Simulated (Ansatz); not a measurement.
Rutile SnO2 was calculated with PBE-D4 (Ansatz, a quantum-chemistry and plane-wave program, PAW).

Settings: plane-wave cutoff 520 eV, 8×8×10 k mesh (along the axes of the cell as run), Fermi–Dirac smearing 0.01 eV, scalar-relativistic PAW data made under PBE.

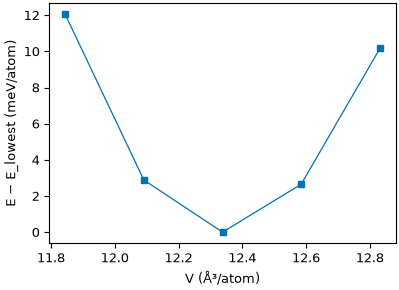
Figure. Total energy against volume

From the curve, estimate the equilibrium volume and the bulk modulus.

V0 ≈ 12.3 Å³/atom and B0 ≈ 180 GPa; the fit gives V0 = 12.338 Å³/atom, B0 = 179 GPa, B′ = 5.4.

Shape and atoms are relaxed at each volume.

Measured, for comparison: bulk modulus 212 GPa (temperature not stated, no zero-point or thermal correction, from measured elastic constants; as tabulated in Toher et al. (2017), arXiv:1611.05714). Computed (rounded) less measured: bulk modulus -16 %.

Note: the bulk modulus comes from volumes at which shape and atoms were relaxed.

Spin–orbit coupling is not included.

Computing time: about 6 core-minutes (a rough figure).
